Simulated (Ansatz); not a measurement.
**SnH$_{2}$Cl: one change and its effect**

System: SnH$_{2}$Cl, multiplicity 2.
Method of run A: UKS SPW92/def2-TZVPP (Ansatz 0.2.0).

The geometry comes from this level: PBE0-D4/def2-TZVP. Text and figures count atoms from 1; the logs count them from 0 in places.

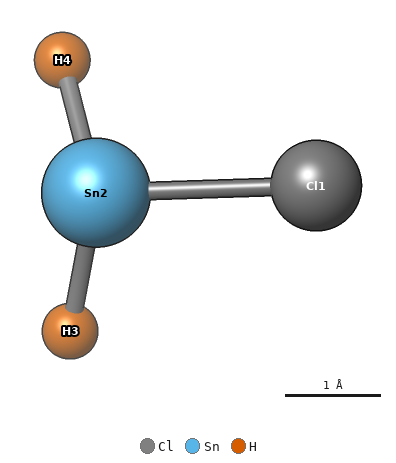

Fig. 1: The structure (ball-and-stick view, seen at a tilt; atoms are numbered from 1 in the order of the input). Sticks mark near contacts.

## The input, run A
```yaml
crystal:
  periodic: [false, false, false]
  atoms:
    - {symbol: Cl, position_ang: [-1.882577, 0.398354, -0.584972]}
    - {symbol: Sn, position_ang: [0.379967, -0.179589, -0.397055]}
    - {symbol: H, position_ang: [0.412472, -1.500016, 0.709616]}
    - {symbol: H, position_ang: [1.145538, 1.221050, 0.252111]}
basis:
  gaussian: {orbitals: def2-TZVPP}
magnetization: {spin_polarized: true, initial_magnetization: 1}
hamiltonian: {xc: lda}
output: {orbitals: {seedname: orbitals}}
```

Hardware: 2 CPU threads, shared host.

## Output (run A)
```
Functional definition: SPW92
  exchange = slater_x
  correlation = pw_c
800 factors; their error is unknown
mean field evaluation 1: about -18335.7293 eV, gradient 1.5e1 eV
mean field evaluation 2: about -18334.2751 eV, gradient 2.3e1 eV
mean field evaluation 4: about -18336.8009 eV, gradient 1.5e0 eV
mean field evaluation 8: about -18336.8140 eV, gradient 2.8e-2 eV
mean field evaluation 16: about -18336.8013 eV, gradient 1.5e-5 eV
mean field -18336.80134921 eV, -673.8650204532 hartree, gradient 1.5e-5 eV, S^2 0.750825; 0 other end points of the search recorded, 0 dependent functions left out
reference -18336.80138803 eV, -673.8650218799 hartree; 21, 20 occupied and 99, 100 virtual orbitals, 800 factors
Total energy: -18336.80138803 eV, -673.8650218799 hartree
```

For run B the input was changed thus:
```diff
-hamiltonian: {xc: lda}
+hamiltonian: {xc: {name: B97M-V}}
```

How does run B compare with run A?

The total energies belong to different methods, so their difference says nothing on which is more stable or more accurate. The HOMO goes from −5.59 to −5.74 eV. The LUMO goes from −4.82 to −4.71 eV.

## Output (run B)
```
Functional definition: B97M-V
  parameter cx00 = 1.000
  parameter cx01 = 1.308
  parameter cx02 = 1.901
  parameter cx10 = 0.416
  parameter cx11 = 3.070
  parameter css00 = 1.000
  parameter css02 = -1.855
  parameter css10 = -5.668
  parameter css32 = -20.497
  parameter css42 = -20.364
  parameter cos00 = 1.000
  parameter cos01 = 1.573
  parameter cos03 = -6.298
  parameter cos10 = 2.535
  parameter cos32 = -6.427
  parameter b = 6.0
  parameter c = 0.01
  gx(w, u) = cx00 + cx01*u + cx02*u^2 + (cx10 + cx11*u)*w
  gss(w, u) = css00 + css02*u^2 + css10*w + (css32*w^3 + css42*w^4)*u^2
  gos(w, u) = cos00 + cos01*u + cos03*u^3 + cos10*w + cos32*w^3*u^2
  exchange = spin_sum(e_x_unif_s*gx(b97_w, b97_u_x))
  correlation = spin_sum(e_c_pw_mod_same_spin*gss(b97_w, b97_u_same))
      + integral(e_c_pw_mod_opposite_spin*gos(b97_w_opposite, b97_u_opposite)) + vv10(b, c)
800 factors; their error is unknown
mean field evaluation 1: about -18382.7949 eV, gradient 1.3e1 eV
mean field evaluation 2: about -18381.5156 eV, gradient 2.1e1 eV
mean field evaluation 4: about -18383.9617 eV, gradient 1.2e0 eV
mean field evaluation 8: about -18383.9592 eV, gradient 3.1e-2 eV
mean field evaluation 16: about -18383.9592 eV, gradient 4.2e-5 eV
mean field -18383.95921749 eV, -675.5980401478 hartree, gradient 4.2e-5 eV, S^2 0.751381; 0 other end points of the search recorded, 0 dependent functions left out
reference -18383.95927977 eV, -675.5980424362 hartree; 21, 20 occupied and 99, 100 virtual orbitals, 800 factors
Total energy: -18383.95927977 eV, -675.5980424362 hartree
```

## The two runs side by side

| quantity | run A | run B |
| --- | --- | --- |
| outcome | converged | converged |
| total energy (hartree) | −673.865022 | −675.598042 |
| HOMO (eV) | −5.59 | −5.74 |
| LUMO (eV) | −4.82 | −4.71 |
| ⟨S²⟩ | 0.751 | 0.751 |
| basis functions | 120 | 120 |
